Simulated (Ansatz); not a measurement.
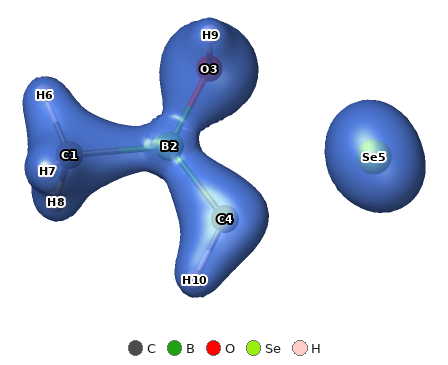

The picture shows: C2H5BOSe. Isosurface of the total electron density at 0.8 e/Å³ (blue), seen across its widest extent.

At this geometry the atoms fall into two loosely joined parts.

Theory: SCF BHLYP, Gaussian basis in Ansatz 0.2.0.

```tsv
atom	x (Å)	y (Å)	z (Å)
C	-0.2000	-0.6843	1.2800
B	-0.0387	0.2113	-0.0557
O	0.3736	1.6054	0.0202
C	-0.2367	-0.4135	-1.4575
Se	0.2576	1.5949	-3.0588
H	-0.0118	-0.0047	2.1570
H	0.4467	-1.5226	1.2543
H	-1.2657	-0.9585	1.3204
H	1.3995	1.5730	0.0509
H	-0.6413	-1.4523	-1.5079
```

What does this surface tell about the bonding?

Answer. At this value the surface falls into two separate pieces. It bridges the shortest B–O (1.46 Å), C–B (1.55 Å) and O–H (1.03 Å) contacts, where the density stays above the isovalue. It is pinched off along the shortest C···Se (2.62 Å) contacts. On the grid the lowest density along these lines, outside the cores, is 0.3 e/Å³ (C···Se, 2.62 Å), 1.2 e/Å³ (B–O, 1.46 Å), 1.2 e/Å³ (C–B, 1.55 Å) and 2 e/Å³ (O–H, 1.03 Å).
